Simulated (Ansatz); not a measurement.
**Si3NH9 (trisilylamine) at 6 levels**

Wanted: a comparison of 6 runs (HF/3-21G, B3LYP/6-31G*, HSE06/6-31G*, PBE-QIDH/6-31G*, wB97X/6-31G*, MP2/6-31G*) of Si3NH9 (trisilylamine). 

Program for the calculation: Ansatz 0.2.0.

59 further runs of the same task are left out: 59 set aside as unsound or not needed.

### 1 The system as given

Si3NH9 has 13 atoms, charge 0, and is taken as a singlet. SMILES: `[SiH3]N([SiH3])[SiH3]`. The Si1–H5 distance was set to 2.232 Å, away from the relaxed value. At this shape a bond of the SMILES string is far longer than usual.

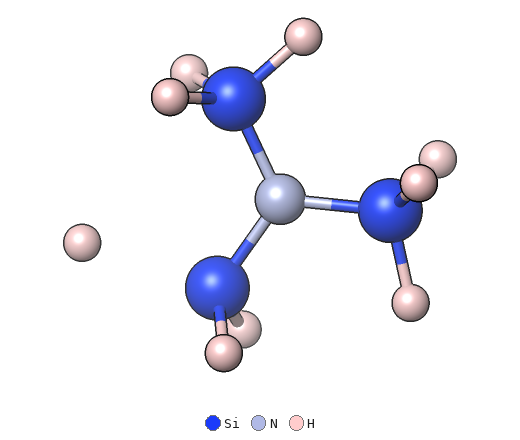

Viewed from a chosen angle; silicon blue, nitrogen light blue, hydrogen pink.

### 2 A single-point energy at HF/3-21G (run 1)

Contents of input.yaml:

```yaml
basis:
  gaussian: {orbitals: 3-21G.json}
crystal:
  periodic: [false, false, false]
  atoms:
    - symbol: Si
      position_ang: [-0.205140, 1.651447, -0.175461]
    - symbol: "N"
      position_ang: [0.313620, 0.210627, 0.640739]
    - symbol: Si
      position_ang: [1.099170, 0.322777, 2.183969]
    - symbol: Si
      position_ang: [0.048720, -1.342193, -0.087081]
    - symbol: H
      position_ang: [-1.148110, 1.019270, -2.096710]
    - symbol: H
      position_ang: [-1.198440, 2.406437, 0.633199]
    - symbol: H
      position_ang: [0.940160, 2.554227, -0.465001]
    - symbol: H
      position_ang: [0.334480, -0.396963, 3.236499]
    - symbol: H
      position_ang: [2.472430, -0.245113, 2.137249]
    - symbol: H
      position_ang: [1.177070, 1.766567, 2.534589]
    - symbol: H
      position_ang: [-1.399470, -1.602813, -0.299901]
    - symbol: H
      position_ang: [0.599920, -2.364393, 0.842839]
    - symbol: H
      position_ang: [0.737300, -1.451273, -1.400281]
output: {orbitals: {seedname: orbitals}}
accuracy: high
hamiltonian: {xc: hf}
```

The basis set 3-21G is read from a file made from the Basis Set Exchange's data (not shown).

Run with:

```
$ ansatz run input.yaml --threads 1 --pin off --max-ram 3480MiB --events-out events.jsonl --progress --plain --runs-dir runs
```

Standard output:

```text
Warning: RAYON_NUM_THREADS=1 ignored (pool sized by the plan → 1); use --threads N
Functional definition: HF
  name "HF"
  exchange = exact_x
  correlation = 0
1653 factors; integrals over basis functions are off by at most 5.0e-9 eV
mean field evaluation 1: about -25073.3305 eV, gradient 2.9e1 eV
mean field evaluation 2: about -25073.7843 eV, gradient 3.0e1 eV
mean field evaluation 4: about -25075.9249 eV, gradient 2.9e0 eV
mean field evaluation 8: about -25075.9616 eV, gradient 7.0e-2 eV
mean field evaluation 16: about -25075.9616 eV, gradient 1.8e-8 eV
mean field -25075.96158275 eV, -921.5245910687 hartree, gradient 1.8e-8 eV, S^2 0.000000; 0 other end points of the search recorded, 0 dependent functions left out
reference -25075.96158275 eV, -921.5245910687 hartree; 29, 29 occupied and 37, 37 virtual orbitals, 1653 factors
Total energy: -25075.96158275 eV, -921.5245910687 hartree
```

It took 1.1 s on 1 thread of Arm Neoverse V2, shared host; peak memory 0.18 GiB.

### 3 A single-point energy at B3LYP/6-31G(d) (spherical functions) (run 2)

Contents of job.yaml:

```yaml
crystal:
  periodic: [false, false, false]
  atoms:
    - {symbol: Si, position_ang: [-0.205140, 1.651447, -0.175461]}
    - {symbol: N, position_ang: [0.313620, 0.210627, 0.640739]}
    - {symbol: Si, position_ang: [1.099170, 0.322777, 2.183969]}
    - {symbol: Si, position_ang: [0.048720, -1.342193, -0.087081]}
    - {symbol: H, position_ang: [-1.148110, 1.019270, -2.096710]}
    - {symbol: H, position_ang: [-1.198440, 2.406437, 0.633199]}
    - {symbol: H, position_ang: [0.940160, 2.554227, -0.465001]}
    - {symbol: H, position_ang: [0.334480, -0.396963, 3.236499]}
    - {symbol: H, position_ang: [2.472430, -0.245113, 2.137249]}
    - {symbol: H, position_ang: [1.177070, 1.766567, 2.534589]}
    - {symbol: H, position_ang: [-1.399470, -1.602813, -0.299901]}
    - {symbol: H, position_ang: [0.599920, -2.364393, 0.842839]}
    - {symbol: H, position_ang: [0.737300, -1.451273, -1.400281]}
basis:
  gaussian: {orbitals: 6-31G_st_-spherical.json}
hamiltonian: {xc: {name: B3LYP}}
accuracy: high
output: {orbitals: {seedname: orbitals}}
```

The basis set 6-31G* is read from a file made from the Basis Set Exchange's data (not shown).

Run with:

```
$ ansatz run job.yaml --threads 1 --pin off --max-ram 3480MiB --events-out events.jsonl --progress --plain --runs-dir runs
```

Standard output:

```text
Warning: RAYON_NUM_THREADS=1 ignored (pool sized by the plan → 1); use --threads N
Functional definition: B3LYP
  name "B3LYP"
  parameter a0 = 0.2
  parameter ax = 0.72
  parameter ac = 0.81
  exchange = (1 - a0 - ax)*slater_x + ax*b88_x + a0*exact_x
  correlation = (1 - ac)*vwn_rpa_c + ac*lyp_c
2087 factors; integrals over basis functions are off by at most 3.7e-9 eV
mean field evaluation 1: about -25262.0479 eV, gradient 5.8e1 eV
mean field evaluation 2: about -25244.8280 eV, gradient 9.9e1 eV
mean field evaluation 4: about -25268.6174 eV, gradient 2.9e0 eV
mean field evaluation 8: about -25268.8846 eV, gradient 3.5e-1 eV
mean field evaluation 16: about -25268.8850 eV, gradient 1.7e-5 eV
mean field -25268.88504040 eV, -928.6143973692 hartree, gradient 2.1e-8 eV, S^2 0.000000; 0 other end points of the search recorded, 0 dependent functions left out
reference -25268.88509192 eV, -928.6143992626 hartree; 29, 29 occupied and 57, 57 virtual orbitals, 2087 factors
Total energy: -25268.88509192 eV, -928.6143992626 hartree
```

It took 11 s on 1 thread of Arm Neoverse V2, shared host; peak memory 0.34 GiB.

### 4 The energy at HSE06/6-31G(d) (spherical functions) (run 3)

job.yaml, as its differences from that of step 3:

```diff
@@ -17,4 +17,6 @@
 basis:
-  gaussian: {orbitals: 6-31G_st_-spherical.json}
-hamiltonian: {xc: {name: B3LYP}}
+  gaussian:
+    orbitals: 6-31G_st_-spherical.json
+hamiltonian:
+  xc: {name: HSE06}
 accuracy: high
```

The basis set 6-31G* is read from a file made from the Basis Set Exchange's data (not shown).

Run with:

```
$ ansatz run job.yaml --threads 1 --pin off --max-ram 3480MiB --events-out events.jsonl --progress --plain --runs-dir runs
```

Standard output:

```text
Warning: RAYON_NUM_THREADS=1 ignored (pool sized by the plan → 1); use --threads N
Functional definition: HSE06
  name "HSE06"
  parameter a = 0.25
  parameter omega = 0.11/bohr
  exchange = pbe_x - a*pbe_x_sr(omega) + a*exact_x_sr(omega)
  correlation = pbe_c
2087 factors; integrals over basis functions are off by at most 3.7e-9 eV
138 factors; integrals over basis functions are off by at most 1.7e-9 eV
mean field evaluation 1: about -25248.4136 eV, gradient 5.3e1 eV
mean field evaluation 2: about -25233.0155 eV, gradient 9.3e1 eV
mean field evaluation 4: about -25254.0906 eV, gradient 2.5e0 eV
mean field evaluation 8: about -25254.4033 eV, gradient 3.8e-1 eV
mean field evaluation 16: about -25254.4039 eV, gradient 2.5e-5 eV
mean field -25254.40391825 eV, -928.0822259460 hartree, gradient 6.5e-9 eV, S^2 0.000000; 0 other end points of the search recorded, 0 dependent functions left out
reference -25254.40392284 eV, -928.0822261144 hartree; 29, 29 occupied and 57, 57 virtual orbitals, 2087 factors
Total energy: -25254.40392284 eV, -928.0822261144 hartree
```

It took 11 s on 1 thread of Arm Neoverse V2, shared host; peak memory 0.35 GiB.

Runs 4 to 5 aren't shown in full; the table further down has their settings and results.

### 5 A single-point energy at MP2/6-31G(d) (spherical functions) (run 6)

input.yaml, as its differences from that of step 2:

```diff
@@ -1,3 +1 @@
-basis:
-  gaussian: {orbitals: 3-21G.json}
 crystal:
@@ -31,4 +29,8 @@
       position_ang: [0.737300, -1.451273, -1.400281]
-output: {orbitals: {seedname: orbitals}}
+basis:
+  gaussian:
+    orbitals: 6-31G_st_-spherical.json
+correlation:
+  method: mp2
+  frozen_orbitals: {H: 0, "N": 1, Si: 5}
 accuracy: high
-hamiltonian: {xc: hf}
```

The basis set 6-31G* is read from a file made from the Basis Set Exchange's data (not shown).

Run with:

```
$ ansatz run input.yaml --threads 1 --pin off --max-ram 3480MiB --events-out events.jsonl --progress --plain --runs-dir runs
```

Standard output:

```text
Warning: RAYON_NUM_THREADS=1 ignored (pool sized by the plan → 1); use --threads N
[... 4 set-up lines as earlier in the session ...]
2087 factors; integrals over basis functions are off by at most 3.7e-9 eV
mean field evaluation 1: about -25205.4156 eV, gradient 3.3e1 eV
mean field evaluation 2: about -25205.5969 eV, gradient 3.3e1 eV
mean field evaluation 4: about -25208.6188 eV, gradient 3.7e0 eV
mean field evaluation 8: about -25208.6758 eV, gradient 8.1e-2 eV
mean field evaluation 16: about -25208.6759 eV, gradient 9.2e-9 eV
mean field -25208.67585767 eV, -926.4017507151 hartree, gradient 9.2e-9 eV, S^2 0.000000; 0 other end points of the search recorded, 0 dependent functions left out; unrestricted orbitals would lower it
16 core orbitals not correlated: weight in the atoms' cores, before any rotation towards them, 1.000 or more for the frozen orbitals, at most 0.000 for the correlated occupied ones
reference -25208.67585767 eV, -926.4017507151 hartree; 13, 13 occupied and 57, 57 virtual orbitals, 2087 factors
second order -11.02776479 eV of doubles, -0.00000000 eV of singles
Total energy: -25219.70362246 eV, -926.8070135963 hartree
```

It took 3.6 s on 1 thread of Arm Neoverse V2, shared host; peak memory 0.27 GiB.

### 6 The series

| run | level | frozen core orbitals | energy (Eh) | HOMO energy (eV) | LUMO energy (eV) | HOMO–LUMO gap (eV) | wall time |
| --- | --- | --- | --- | --- | --- | --- | --- |
| 1 | HF/3-21G | – | -921.524591 | -10.34 | 2.38 | 12.71 | 1.1 s |
| 2 | B3LYP/6-31G* (spherical functions) | – | -928.614399 | -7.43 | -1.31 | 6.12 | 11 s |
| 3 | HSE06/6-31G* (spherical functions) | – | -928.082226 | -7.29 | -1.49 | 5.80 | 11 s |
| 4 | PBE-QIDH/6-31G* (spherical functions) | 16 | -927.776443 | -9.56 | 0.73 | 10.29 | 14 s |
| 5 | wB97X/6-31G* (spherical functions) | – | -928.515890 | -10.03 | 1.04 | 11.07 | 37 s |
| 6 | MP2/6-31G* (spherical functions) | 16 | -926.807014 | – | – | – | 3.6 s |

### 7 Results

| quantity | value |
| --- | --- |
| run 6: total energy | -926.80701 Eh |
| run 6: correlation energy (16 core orbitals frozen) | -405.3 mEh |

What this shows: Over runs 1, 2, 3, 4, 5 the HOMO–LUMO gap runs from 5.80 eV (HSE06/6-31G*) to 12.71 eV (HF/3-21G). The two ends differ in method and basis. Totals of different functionals can't be ranked against each other. In run 6 the log says that unrestricted orbitals would lower the reference, so the values rest on an unstable closed-shell determinant (other closed-shell runs at this shape may share the fault). All runs together took 78 s, the longest 37 s.
